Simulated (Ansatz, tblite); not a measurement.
# SnMeF3 (CH₃F₃Sn): spin states and exact exchange

Is the singlet the ground state of SnMeF3 (CH₃F₃Sn)? Other spin states are computed and compared level by level.

Computed with Ansatz 0.2.0, Gaussian basis. Level: as each input shows.

Plan: triplet, at the geometry of the singlet (GFN1-xTB, GFN2-xTB, PBE0-D4/def2-TZVP, PBE-D4/def2-TZVP, r2SCAN-D4/def2-TZVP); the singlet's energies come from earlier runs.

2 further runs of the same task are left out: 2 set aside as unsound or not needed. Runs told in other sessions of the task aren't counted.

## Step 1: The relaxed structure

The singlet was relaxed beforehand with PBE0-D4/def2-SVP.

8 atoms, charge 0, spin multiplicity 1.

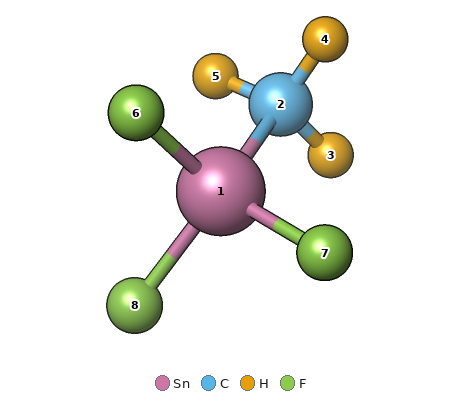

The geometry (tin pink, carbon blue, hydrogen amber, fluorine green); atoms are numbered from 1 in the order of the file.

Sn takes a core potential in the def2 sets. No spin-orbit coupling is included.

## Step 2: Triplet at the fixed geometry, GFN1-xTB

Tight binding, by tblite at 300 K electronic temperature and without a spin-polarisation term:

```python
tblite.interface.Calculator('GFN1-xTB', numbers, positions, charge=0, uhf=2).singlepoint()
```

Energy -585.7386 eV; 0.003 s.

## Step 3: Triplet at the fixed geometry, GFN2-xTB

Tight binding, by tblite at 300 K electronic temperature and without a spin-polarisation term:

```python
tblite.interface.Calculator('GFN2-xTB', numbers, positions, charge=0, uhf=2).singlepoint()
```

Energy -540.2912 eV; 0.003 s.

## Step 4: Triplet at the fixed geometry, PBE0-D4/def2-TZVP

Input file in.yaml:

```yaml
crystal:
  periodic: [false, false, false]
  atoms:
    - {symbol: Sn, position_ang: [-0.001747, 0.002751, -0.890660]}
    - {symbol: C, position_ang: [0.002220, -0.003789, 1.221941]}
    - {symbol: H, position_ang: [-1.035899, 0.057085, 1.571611]}
    - {symbol: H, position_ang: [0.576153, 0.863597, 1.571107]}
    - {symbol: H, position_ang: [0.468593, -0.935726, 1.564944]}
    - {symbol: F, position_ang: [1.747924, -0.015235, -1.682687]}
    - {symbol: F, position_ang: [-0.860727, 1.532052, -1.673200]}
    - {symbol: F, position_ang: [-0.896526, -1.500733, -1.683065]}
basis:
  gaussian: {orbitals: def2-TZVP}
magnetization: {spin_polarized: true, initial_magnetization: 2}
hamiltonian: {xc: pbe0, dispersion: d4}
scf: {omitted_lower_state_checks: [starts]}
output: {orbitals: {seedname: orbitals}}
```

Started as:

```
ansatz run in.yaml --threads 4 --pin off --events-out ev --progress --plain --max-ram 3916MiB
```

Output:

```text
Functional definition: PBE0
  name "PBE0"
  cite "Adamo & Barone, J. Chem. Phys. 110, 6158 (1999) doi:10.1063/1.478522"
  cite "Perdew, Burke & Ernzerhof, Phys. Rev. Lett. 77, 3865 (1996) doi:10.1103/PhysRevLett.77.3865"
  parent pbe
  parameter a = 0.25
  parameter kappa = 0.804
  parameter beta = 0.06672455060314922
  exchange = (1 - a)*pbe_x(kappa = kappa, mu = beta*pi^2/3) + a*exact_x
  correlation = pbe_c(beta = beta)
these checks for a lower state are left out or cut short: starts
1241 factors; their error is unknown
mean field evaluation 1: about -15053.0297 eV, gradient 4.6e1 eV
mean field evaluation 2: about -15043.5232 eV, gradient 7.5e1 eV
mean field evaluation 4: about -15060.0983 eV, gradient 2.6e0 eV
mean field evaluation 8: about -15060.1318 eV, gradient 2.3e-1 eV
mean field evaluation 16: about -15060.2373 eV, gradient 7.9e-4 eV
mean field -15060.23726287 eV, -553.4535112149 hartree, gradient 6.2e-5 eV, S^2 2.007833; 0 other end points of the search recorded, 0 dependent functions left out
reference -15060.23730132 eV, -553.4535126281 hartree; 30, 28 occupied and 162, 164 virtual orbitals, 1241 factors
Total energy: -15060.35931149 eV, -553.4579964192 hartree
Checks for a lower state left out: starts
```

Run time: 3.4 s. Hardware: 4 threads of Arm Neoverse V2, shared host; peak memory 0.57 GiB.

HOMO -4.41 eV, LUMO -7.85 eV (over both spins; with the spin held, an empty level of the minority spin lies below the top filled one); ⟨S²⟩ 2.008 (pure: 2.00).

## Step 5: Triplet at the fixed geometry, PBE-D4/def2-TZVP

start.molden holds the orbitals of an earlier run on this state, given as this run's starting guess.

Edit in.yaml of step 4 so:

```diff
@@ -12,5 +12,5 @@
 basis:
-  gaussian: {orbitals: def2-TZVP}
+  gaussian: {orbitals: def2-TZVP, initial_orbitals: start.molden}
 magnetization: {spin_polarized: true, initial_magnetization: 2}
-hamiltonian: {xc: pbe0, dispersion: d4}
+hamiltonian: {xc: pbe, dispersion: d4}
 scf: {omitted_lower_state_checks: [starts]}
```

Same command.

Output:

```text
Functional definition: PBE
  name "PBE"
  cite "Perdew, Burke & Ernzerhof, Phys. Rev. Lett. 77, 3865 (1996) doi:10.1103/PhysRevLett.77.3865"
  parent pbe
  parameter kappa = 0.804
  parameter beta = 0.06672455060314922
  exchange = pbe_x(kappa = kappa, mu = beta*pi^2/3)
  correlation = pbe_c(beta = beta)
these checks for a lower state are left out or cut short: starts
1168 factors; their error is unknown
mean field evaluation 1: about -15060.3714 eV, gradient 7.7e0 eV
mean field evaluation 2: about -15060.5981 eV, gradient 3.9e-1 eV
mean field evaluation 4: about -15060.5866 eV, gradient 2.3e-1 eV
mean field evaluation 8: about -15060.5867 eV, gradient 2.7e-5 eV
mean field -15060.58673324 eV, -553.4663540144 hartree, gradient 2.7e-5 eV, S^2 2.003119; 0 other end points of the search recorded, 0 dependent functions left out
reference -15060.58678756 eV, -553.4663560104 hartree; 30, 28 occupied and 162, 164 virtual orbitals, 1168 factors
Total energy: -15060.73090598 eV, -553.4716522647 hartree
Checks for a lower state left out: starts
```

It took 2.4 s on 4 threads of Arm Neoverse V2, shared host.

From the report: HOMO -3.45 eV, LUMO -8.39 eV (over both spins; with the spin held, an empty level of the minority spin lies below the top filled one); ⟨S²⟩ 2.003 (pure: 2.00).

## Step 6: Triplet at the fixed geometry, r2SCAN-D4/def2-TZVP

Edit in.yaml of step 5 so:

```diff
@@ -14,3 +14,3 @@
 magnetization: {spin_polarized: true, initial_magnetization: 2}
-hamiltonian: {xc: pbe, dispersion: d4}
+hamiltonian: {xc: r2scan, dispersion: d4}
 scf: {omitted_lower_state_checks: [starts]}
```

The command is unchanged.

Output:

```text
Functional definition: r2SCAN
  name "r2SCAN"
  cite "Furness, Kaplan, Ning, Perdew & Sun, J. Phys. Chem. Lett. 11, 8208 (2020) doi:10.1021/acs.jpclett.0c02405"
  cite "Furness, Kaplan, Ning, Perdew & Sun, J. Phys. Chem. Lett. 11, 9248 (2020) doi:10.1021/acs.jpclett.0c03077"
  parent r2scan
  parameter k0 = 0.174
  parameter k1 = 0.065
  parameter a1 = 4.9479
  exchange = r2scan_x(k0 = k0, k1 = k1, a1 = a1)
  correlation = r2scan_c
these checks for a lower state are left out or cut short: starts
1168 factors; their error is unknown
mean field evaluation 1: about -15067.7919 eV, gradient 4.4e0 eV
mean field evaluation 2: about -15067.8576 eV, gradient 1.3e-1 eV
mean field evaluation 4: about -15067.8463 eV, gradient 5.1e-3 eV
mean field -15067.84631277 eV, -553.7331386412 hartree, gradient 7.6e-5 eV, S^2 2.006734; 0 other end points of the search recorded, 0 dependent functions left out
reference -15067.84633067 eV, -553.7331392990 hartree; 30, 28 occupied and 162, 164 virtual orbitals, 1168 factors
Total energy: -15067.88060927 eV, -553.7343990142 hartree
Checks for a lower state left out: starts
```

Wall time 6 s (4 threads of Arm Neoverse V2, shared host).

From the report: HOMO -3.58 eV, LUMO -8.30 eV (over both spins; with the spin held, an empty level of the minority spin lies below the top filled one); ⟨S²⟩ 2.007 (pure: 2.00).

## Step 7: Triplet less singlet, vertical

The singlet's energies are those of its earlier runs, whose logs aren't repeated here.

```csv
level,"triplet less singlet, vertical (kJ/mol)",time
GFN1-xTB,+390.6,0.006 s
GFN2-xTB,+432.5,0.006 s
PBE-D4/def2-TZVP,+512.3,3.6 s
r2SCAN-D4/def2-TZVP,+536.5,8.5 s
PBE0-D4/def2-TZVP,+565.1,5.9 s
```

Times add the two runs; a level without a time comes out of a correlated run. Tight binding without a spin term can't rank spin states.

## Step 8: Summary of results

```
                                                quantity                                       value
triplet less singlet, vertical, functionals in def2-TZVP  +512.3 (PBE-D4) to +565.1 kJ/mol (PBE0-D4)
```

What this shows: All functionals put the triplet above the singlet, over a spread of 52.9 kJ/mol. The checks for a lower triplet were left out, so another state of that spin may lie lower. These are electronic energies, without zero-point motion, entropy or surroundings.
